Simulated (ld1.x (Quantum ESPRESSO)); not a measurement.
**A TM potential for Al, from input to tests**

Task: generate the file, and judge it by its errors in other configurations, its logarithmic derivatives, its ghosts and its cutoff.

Method: ld1.x (Quantum ESPRESSO) 7.5, PBEsol, scalar-relativistic.

**1. The design**

The settings as typed:

```
element                 : aluminium (Al, Z = 13)
type                    : norm-conserving Troullier–Martins (Kleinman–Bylander form)
frozen core             : [Ne]
valence charge          : 3
reference configuration : 3s2 3p1
partial waves           : 3s (bound): rc 1.85 bohr; 3d channel at 0.05 Ry: rc 1.95 bohr; 3p (bound): rc 1.65 bohr
local potential         : the p channel
core correction         : a·sin(br)/r model core inside 1.35 bohr
```

**2. Generation**

Al.in

```
 &input
   title='Al', zed=13., rel=1, dft='PBESOL', iswitch=3,
   config='[Ne] 3s2 3p1 3d-2',
   nld=3, rlderiv=2.15, eminld=-3.0, emaxld=5.0, deld=0.02
 /
 &inputp
   pseudotype=2, tm=.true., lloc=1,
   nlcc=.true., rcore=1.35,
   file_pseudopw='Al.UPF', file_wfcaegen='ae.wfc', file_wfcncgen='nc.wfc', file_beta='beta', file_chi='chi'
 /
3
3S  1  0   2.00   0.00  1.85  1.85  0.0
3D  3  2  -2.00   0.05  1.95  1.95  0.0
3P  2  1   1.00   0.00  1.65  1.65  0.0
 &test
   configts(1)='3s2 3p1'
 /
```

Launch:

```
$ ld1.x < Al.in > Al.out
```

The output, Al.out (without the banner and most projector matrices):

```text
     Program LD1 v.7.5
     --------------------------- All-electron run ----------------------------

     Al
     scalar relativistic calculation

     atomic number is 13.00
     dft =PBESOL   lsd =0 sic =0 latt =0  beta=0.20 tr2=1.0E-14
     Exchange-correlation= PBESOL
                           (   1   4  10   8   0   0   0)
     mesh =1135 r(mesh) = 100.48924 a.u. xmin = -7.00 dx = 0.01250
     1 Ry =  13.60569312 eV, c = 137.03599908

     n l     nl                  e(Ry)          e(Ha)          e(eV)
     1 0     1S 1( 2.00)      -110.8237       -55.4118     -1507.8330
     2 0     2S 1( 2.00)        -7.9266        -3.9633      -107.8472
     2 1     2P 1( 6.00)        -5.1111        -2.5555       -69.5394
     3 0     3S 1( 2.00)        -0.5670        -0.2835        -7.7149
     3 1     3P 1( 1.00)        -0.1977        -0.0988        -2.6895

     final scf error:  3.9E-15 reached in  22 iterations

     Etot =    -484.392823 Ry,    -242.196412 Ha,   -6590.500101 eV

     Ekin =     485.151537 Ry,     242.575769 Ha,    6600.822933 eV
     Encl =   -1159.476966 Ry,    -579.738483 Ha,  -15775.487787 eV
     Eh   =     225.781606 Ry,     112.890803 Ha,    3071.915248 eV
     Exc  =     -35.849000 Ry,     -17.924500 Ha,    -487.750496 eV

     normalization and overlap integrals

     s(1S/1S) =  1.000000  <r> =   0.1204  <r2> =    0.0195  r(max) =   0.0789
     s(2S/2S) =  1.000000  <r> =   0.6270  <r2> =    0.4716  r(max) =   0.4954
     s(2P/2P) =  1.000000  <r> =   0.6039  <r2> =    0.4639  r(max) =   0.4264
     s(3S/3S) =  1.000000  <r> =   2.5469  <r2> =    7.5760  r(max) =   2.0856
     s(3P/3P) =  1.000000  <r> =   3.4340  <r2> =   14.2108  r(max) =   2.6447

     ------------------------ End of All-electron run ------------------------

     --------------------- Generating NC pseudopotential ---------------------

      Generating local pot.: lloc=1, matching radius rcloc =   1.6500

      Computing core charge for nlcc:

       r > 1.36 : true rho core
       r < 1.36 : rho core = a sin(br)/r    a=   1.47  b=   2.00

      Integrated core pseudo-charge :   1.26

      Wfc   3S  rcut= 1.841  Using Troullier-Martins method

      Wfc   3D  rcut= 1.935  Using Troullier-Martins method

     ------------------- End of pseudopotential generation -------------------

     [... the all-electron block is printed once more ...]


     Computing logarithmic derivative in   2.15183
     Computing logarithmic derivative in   2.15183
     Computing the partial wave expansion
     R is outside the sphere for l=    0 j= 0.00
       no projector for channel:   1
     R is outside the sphere for l=    2 j= 0.00

     ---------------------- Testing the pseudopotential ----------------------

     Al
     scalar relativistic calculation

     atomic number is 13.00   valence charge is  3.00
     dft =PBESOL   lsd =0 sic =0 latt =0  beta=0.20 tr2=1.0E-14
     mesh =1135 r(mesh) = 100.48924 xmin = -7.00 dx = 0.01250

     n l     nl             e AE (Ry)        e PS (Ry)    De AE-PS (Ry)
     1 0     3S   1( 2.00)       -0.56703       -0.56703        0.00000
     2 1     3P   1( 1.00)       -0.19767       -0.19767       -0.00000

     eps = 6.4E-16  iter =  9

     Etot =    -484.392823 Ry,    -242.196412 Ha,   -6590.500101 eV
     Etotps =    -4.896451 Ry,      -2.448226 Ha,     -66.619612 eV

     Ekin =       1.257773 Ry,       0.628886 Ha,      17.112873 eV
     Encl =      -6.856728 Ry,      -3.428364 Ha,     -93.290541 eV
     Ehrt =       2.882378 Ry,       1.441189 Ha,      39.216755 eV
     Ecxc =      -2.311838 Ry,      -1.155919 Ha,     -31.454161 eV
     (Ecc =      -0.997761 Ry,      -0.498880 Ha,     -13.575229 eV)
     Epseu=       0.131964 Ry,       0.065982 Ha,       1.795462 eV

     ---------------------- End of pseudopotential test ----------------------
```

Wall time 0.92 s (1 thread, shared host). (Generation and the later configuration tests together.)

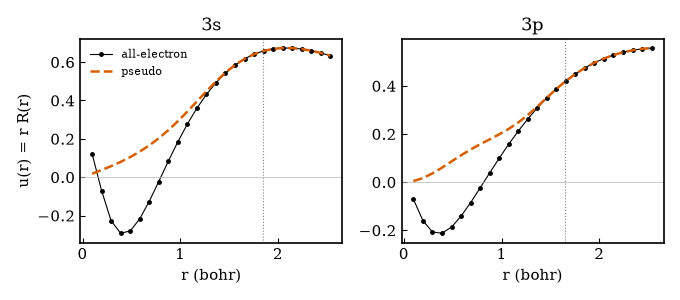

Bound waves of the atom and their pseudo partners (3s, 3p), with the matching radii dotted. The curves join 26 sampled radii.

**3. Testing the new file in other configurations**

Al.test.in

```
 &input
   title='Al', zed=13., rel=1, dft='PBESOL', iswitch=2,
   config='[Ne] 3s2 3p1 3d-2'
 /
 &test
   file_pseudo='Al.UPF', nconf=8,
   configts(1)='3s2 3p1',
   configts(2)='3s2 3p0',
   configts(3)='3s1 3p0',
   configts(4)='3s2 3p0.5',
   configts(5)='3s2 3p1.3',
   configts(6)='3s1 3p2',
   configts(7)='3s0 3p3',
   configts(8)='3s1 3p1'
 /
```

Launch:

```
$ ld1.x < Al.test.in > Al.test.out
```

Al.test.out, the pseudopotential blocks:

```text
     ---------------------- Testing the pseudopotential ----------------------

     Al
     scalar relativistic calculation

     atomic number is 13.00   valence charge is  3.00
     dft =PBESOL   lsd =0 sic =0 latt =0  beta=0.20 tr2=1.0E-14
     mesh =1135 r(mesh) = 100.48924 xmin = -7.00 dx = 0.01250

     n l     nl             e AE (Ry)        e PS (Ry)    De AE-PS (Ry)
     1 0     3S   1( 2.00)       -0.56703       -0.56703        0.00000
     2 1     3P   1( 1.00)       -0.19767       -0.19767       -0.00000

     eps = 5.9E-16  iter =  9

     Etot =    -484.392823 Ry,    -242.196412 Ha,   -6590.500101 eV
     Etotps =    -4.896451 Ry,      -2.448226 Ha,     -66.619611 eV

     Ekin =       1.257773 Ry,       0.628887 Ha,      17.112874 eV
     Encl =      -6.856728 Ry,      -3.428364 Ha,     -93.290541 eV
     Ehrt =       2.882378 Ry,       1.441189 Ha,      39.216755 eV
     Ecxc =      -2.311838 Ry,      -1.155919 Ha,     -31.454161 eV
     (Ecc =      -0.997761 Ry,      -0.498880 Ha,     -13.575229 eV)
     Epseu=       0.131964 Ry,       0.065982 Ha,       1.795462 eV

     ---------------------- End of pseudopotential test ----------------------

     ---------------------- Testing the pseudopotential ----------------------

     Al
     scalar relativistic calculation

     atomic number is 13.00   valence charge is  3.00
     dft =PBESOL   lsd =0 sic =0 latt =0  beta=0.20 tr2=1.0E-14
     mesh =1135 r(mesh) = 100.48924 xmin = -7.00 dx = 0.01250

     n l     nl             e AE (Ry)        e PS (Ry)    De AE-PS (Ry)
     1 0     3S   1( 2.00)       -1.08588       -1.08565       -0.00023
     2 1     3P   1( 0.00)       -0.66343       -0.66331       -0.00012

     eps = 5.9E-15  iter =  6

     Etot =    -483.971232 Ry,    -241.985616 Ha,   -6584.764058 eV
     Etotps =    -4.474924 Ry,      -2.237462 Ha,     -60.884443 eV
     dEtot_ae =       0.421591 Ry
     dEtot_ps =       0.421527 Ry,   Delta E=       0.000064 Ry

     Ekin =       0.857451 Ry,       0.428726 Ha,      11.666218 eV
     Encl =      -5.052508 Ry,      -2.526254 Ha,     -68.742876 eV
     Ehrt =       1.512324 Ry,       0.756162 Ha,      20.576221 eV
     Ecxc =      -1.950859 Ry,      -0.975429 Ha,     -26.542783 eV
     (Ecc =      -0.997761 Ry,      -0.498880 Ha,     -13.575229 eV)
     Epseu=       0.158667 Ry,       0.079334 Ha,       2.158776 eV

     ---------------------- End of pseudopotential test ----------------------

     ---------------------- Testing the pseudopotential ----------------------

     Al
     scalar relativistic calculation

     atomic number is 13.00   valence charge is  3.00
     dft =PBESOL   lsd =0 sic =0 latt =0  beta=0.20 tr2=1.0E-14
     mesh =1135 r(mesh) = 100.48924 xmin = -7.00 dx = 0.01250

     n l     nl             e AE (Ry)        e PS (Ry)    De AE-PS (Ry)
     1 0     3S   1( 1.00)       -1.73825       -1.73753       -0.00072
     2 1     3P   1( 0.00)       -1.25982       -1.26047        0.00065

     eps = 3.7E-15  iter =  7

     Etot =    -482.562231 Ry,    -241.281115 Ha,   -6565.593628 eV
     Etotps =    -3.066327 Ry,      -1.533163 Ha,     -41.719503 eV
     dEtot_ae =       1.830592 Ry
     dEtot_ps =       1.830124 Ry,   Delta E=       0.000468 Ry

     Ekin =       0.502313 Ry,       0.251157 Ha,       6.834322 eV
     Encl =      -2.627672 Ry,      -1.313836 Ha,     -35.751295 eV
     Ehrt =       0.405959 Ry,       0.202979 Ha,       5.523352 eV
     Ecxc =      -1.452212 Ry,      -0.726106 Ha,     -19.758345 eV
     (Ecc =      -0.997761 Ry,      -0.498880 Ha,     -13.575229 eV)
     Epseu=       0.105284 Ry,       0.052642 Ha,       1.432463 eV

     ---------------------- End of pseudopotential test ----------------------

     ---------------------- Testing the pseudopotential ----------------------

     Al
     scalar relativistic calculation

     atomic number is 13.00   valence charge is  3.00
     dft =PBESOL   lsd =0 sic =0 latt =0  beta=0.20 tr2=1.0E-14
     mesh =1135 r(mesh) = 100.48924 xmin = -7.00 dx = 0.01250

     n l     nl             e AE (Ry)        e PS (Ry)    De AE-PS (Ry)
     1 0     3S   1( 2.00)       -0.81266       -0.81252       -0.00014
     2 1     3P   1( 0.50)       -0.41715       -0.41707       -0.00009

     eps = 1.0E-16  iter =  9

     Etot =    -484.240419 Ry,    -242.120209 Ha,   -6588.426536 eV
     Etotps =    -4.744063 Ry,      -2.372031 Ha,     -64.546259 eV
     dEtot_ae =       0.152404 Ry
     dEtot_ps =       0.152389 Ry,   Delta E=       0.000016 Ry

     Ekin =       1.097913 Ry,       0.548956 Ha,      14.937865 eV
     Encl =      -6.018783 Ry,      -3.009391 Ha,     -81.889709 eV
     Ehrt =       2.176436 Ry,       1.088218 Ha,      29.611919 eV
     Ecxc =      -2.142922 Ry,      -1.071461 Ha,     -29.155944 eV
     (Ecc =      -0.997761 Ry,      -0.498880 Ha,     -13.575229 eV)
     Epseu=       0.143294 Ry,       0.071647 Ha,       1.949610 eV

     ---------------------- End of pseudopotential test ----------------------

     ---------------------- Testing the pseudopotential ----------------------

     Al
     scalar relativistic calculation

     atomic number is 13.00   valence charge is  3.00
     dft =PBESOL   lsd =0 sic =0 latt =0  beta=0.20 tr2=1.0E-14
     mesh =1135 r(mesh) = 100.48924 xmin = -7.00 dx = 0.01250

     n l     nl             e AE (Ry)        e PS (Ry)    De AE-PS (Ry)
     1 0     3S   1( 2.00)       -0.43789       -0.43794        0.00005
     2 1     3P   1( 1.30)       -0.08329       -0.08331        0.00002

     eps = 7.6E-15  iter =  9

     Etot =    -484.434579 Ry,    -242.217289 Ha,   -6591.068215 eV
     Etotps =    -4.938212 Ry,      -2.469106 Ha,     -67.187793 eV
     dEtot_ae =      -0.041756 Ry
     dEtot_ps =      -0.041761 Ry,   Delta E=       0.000005 Ry

     Ekin =       1.314778 Ry,       0.657389 Ha,      17.888462 eV
     Encl =      -7.281926 Ry,      -3.640963 Ha,     -99.075649 eV
     Ehrt =       3.298167 Ry,       1.649083 Ha,      44.873841 eV
     Ecxc =      -2.396435 Ry,      -1.198218 Ha,     -32.605161 eV
     (Ecc =      -0.997761 Ry,      -0.498880 Ha,     -13.575229 eV)
     Epseu=       0.127205 Ry,       0.063603 Ha,       1.730713 eV

     ---------------------- End of pseudopotential test ----------------------

     ---------------------- Testing the pseudopotential ----------------------

     Al
     scalar relativistic calculation

     atomic number is 13.00   valence charge is  3.00
     dft =PBESOL   lsd =0 sic =0 latt =0  beta=0.20 tr2=1.0E-14
     mesh =1135 r(mesh) = 100.48924 xmin = -7.00 dx = 0.01250

     n l     nl             e AE (Ry)        e PS (Ry)    De AE-PS (Ry)
     1 0     3S   1( 1.00)       -0.62700       -0.62669       -0.00031
     2 1     3P   1( 2.00)       -0.24428       -0.24414       -0.00014

     eps = 1.6E-15  iter = 11

     Etot =    -484.016592 Ry,    -242.008296 Ha,   -6585.381214 eV
     Etotps =    -4.520274 Ry,      -2.260137 Ha,     -61.501457 eV
     dEtot_ae =       0.376231 Ry
     dEtot_ps =       0.376177 Ry,   Delta E=       0.000054 Ry

     Ekin =       1.510202 Ry,       0.755101 Ha,      20.547343 eV
     Encl =      -6.581040 Ry,      -3.290520 Ha,     -89.539604 eV
     Ehrt =       2.706612 Ry,       1.353306 Ha,      36.825336 eV
     Ecxc =      -2.227224 Ry,      -1.113612 Ha,     -30.302926 eV
     (Ecc =      -0.997761 Ry,      -0.498880 Ha,     -13.575229 eV)
     Epseu=       0.071176 Ry,       0.035588 Ha,       0.968393 eV

     ---------------------- End of pseudopotential test ----------------------

     ---------------------- Testing the pseudopotential ----------------------

     Al
     scalar relativistic calculation

     atomic number is 13.00   valence charge is  3.00
     dft =PBESOL   lsd =0 sic =0 latt =0  beta=0.20 tr2=1.0E-14
     mesh =1135 r(mesh) = 100.48924 xmin = -7.00 dx = 0.01250

     n l     nl             e AE (Ry)        e PS (Ry)    De AE-PS (Ry)
     1 0     3S   1( 0.00)       -0.67831       -0.67727       -0.00105
     2 1     3P   1( 3.00)       -0.28420       -0.28379       -0.00041

     eps = 1.5E-15  iter = 14

     Etot =    -483.628053 Ry,    -241.814026 Ha,   -6580.094872 eV
     Etotps =    -4.132101 Ry,      -2.066050 Ha,     -56.220093 eV
     dEtot_ae =       0.764770 Ry
     dEtot_ps =       0.764350 Ry,   Delta E=       0.000420 Ry

     Ekin =       1.802608 Ry,       0.901304 Ha,      24.525726 eV
     Encl =      -6.345015 Ry,      -3.172507 Ha,     -86.328326 eV
     Ehrt =       2.571341 Ry,       1.285670 Ha,      34.984874 eV
     Ecxc =      -2.161034 Ry,      -1.080517 Ha,     -29.402367 eV
     (Ecc =      -0.997761 Ry,      -0.498880 Ha,     -13.575229 eV)

     ---------------------- End of pseudopotential test ----------------------

     ---------------------- Testing the pseudopotential ----------------------

     Al
     scalar relativistic calculation

     atomic number is 13.00   valence charge is  3.00
     dft =PBESOL   lsd =0 sic =0 latt =0  beta=0.20 tr2=1.0E-14
     mesh =1135 r(mesh) = 100.48924 xmin = -7.00 dx = 0.01250

     n l     nl             e AE (Ry)        e PS (Ry)    De AE-PS (Ry)
     1 0     3S   1( 1.00)       -1.14333       -1.14244       -0.00089
     2 1     3P   1( 1.00)       -0.71458       -0.71416       -0.00042

     eps = 9.4E-15  iter =  8

     Etot =    -483.545583 Ry,    -241.772791 Ha,   -6578.972813 eV
     Etotps =    -4.049536 Ry,      -2.024768 Ha,     -55.096737 eV
     dEtot_ae =       0.847240 Ry
     dEtot_ps =       0.846916 Ry,   Delta E=       0.000324 Ry

     Ekin =       1.158870 Ry,       0.579435 Ha,      15.767235 eV
     Encl =      -4.812682 Ry,      -2.406341 Ha,     -65.479877 eV
     Ehrt =       1.386090 Ry,       0.693045 Ha,      18.858717 eV
     Ecxc =      -1.865409 Ry,      -0.932704 Ha,     -25.380179 eV
     (Ecc =      -0.997761 Ry,      -0.498880 Ha,     -13.575229 eV)
     Epseu=       0.083595 Ry,       0.041797 Ha,       1.137366 eV

     ---------------------- End of pseudopotential test ----------------------
```

Excitation and ionisation energies from 3s2 3p1, with the error of the potential.

```tsv
valence configuration	charge	ΔE all-electron (eV)	error AE − PS (meV)
3s2 3p0	+1	5.736	+0.9
3s1 3p0	+2	24.906	+6.4
3s2 3p0.5	+0.5	2.074	+0.2
3s2 3p1.3	-0.3	-0.568	+0.1
3s1 3p2	0	5.119	+0.7
3s0 3p3	0	10.405	+5.7
3s1 3p1	+1	11.527	+4.4
```

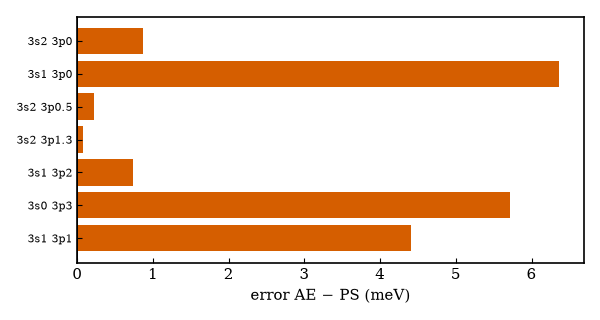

Error of the potential in each test configuration.

**4. Does it scatter like the atom?**

Taken from the files of the generation run. The phase is arctan(r·u′/u) with u = r·R, unwrapped, with energies in Ry. A pole is an energy at which the radial function vanishes at the test radius. The pseudo phase is shifted by a multiple of π to meet the all-electron one at the reference energy. Levels narrower than the energy grid can be missing from the poles. The last column is the largest difference on the grid between −1 and +1 Ry.

| channel | radius (bohr) | reference (Ry) | poles AE | poles PS | window around the reference with phases within 0.05 rad (Ry) | largest difference near zero (rad) |
| --- | --- | --- | --- | --- | --- | --- |
| s | 2.15 | -0.57 | 2.23 | 2.16 | the whole range | 0.004 |
| p | 2.15 | -0.20 | 3.08 | 2.56 | below 2.3 | 0.028 |
| d | 2.15 | 0.05 | 3.53 | 3.69 | the whole range | 0.003 |

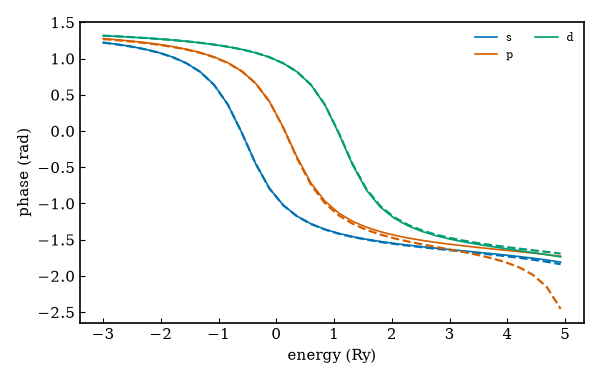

Phases by channel: all-electron solid, pseudo dashed.

**5. Plane-wave convergence, by spherical Bessel functions**

A separate test, outside the generator: the pseudo-atom's Hamiltonian at the reference potential is diagonalised in spherical Bessel functions j_l(qr) that vanish at 20 bohr, with q² up to the cutoff.

All-electron valence levels (Ry): 3s -0.5670, 3p -0.1977. The lowest levels of each channel (Ry) by cutoff; the last column sums, over occupied levels, occupation times the distance from the level at 400 Ry. A positive value at high cutoff is not a bound level.

```tsv
cutoff (Ry)	s #1	d #1	p #1	f #1	Σ f·Δε (mRy)
8	-0.5585	0.0481	-0.1893	0.1031	25.4
10	-0.5639	0.0480	-0.1894	0.1031	14.6
12	-0.5654	0.0480	-0.1894	0.1031	11.7
15	-0.5655	0.0479	-0.1897	0.1031	11.0
18	-0.5657	0.0479	-0.1904	0.1031	10.0
25	-0.5664	0.0479	-0.1939	0.1031	5.0
30	-0.5668	0.0479	-0.1959	0.1031	2.1
35	-0.5670	0.0479	-0.1971	0.1031	0.7
40	-0.5670	0.0479	-0.1974	0.1031	0.3
45	-0.5670	0.0479	-0.1975	0.1031	0.2
400	-0.5670	0.0478	-0.1977	0.1031	0.0
```

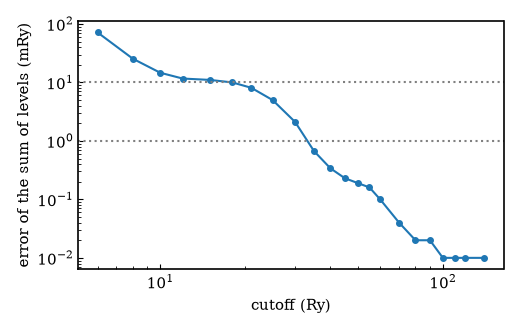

Occupation-weighted error of the valence levels against the cutoff; the dotted lines mark 10 and 1 mRy.

The sum stays within 10 mRy from 18 Ry and within 1 mRy from 35 Ry. The sum leaves out empty levels, which can need more. Ghost test: no level below the all-electron spectrum of its channel (s, d, p, f tested).

**6. What came out**

```
                                                quantity                  value
               cutoffs for 10 and 1 mRy, occupied levels        18 Ry and 35 Ry
                                            bound ghosts             none found
                            largest test error (AE − PS)  +6.4 meV, for 3s1 3p0
largest phase difference near zero energy, channels read              0.028 rad
```

In words: The worst unpolarised test, 3s1 3p0, is off by 6.4 meV on 24.9 eV; by total energies transferability rates as good. The potential is soft on the atom at that tolerance: the looser tolerance needs 18 Ry. The slowest occupied level is 3p: taken alone it needs 35 Ry to come within 1 mRy, against 25 Ry for 3s. The Bessel-basis test finds no level below the valence levels. Near zero energy the phases of the channels with partial waves agree within 0.028 rad.
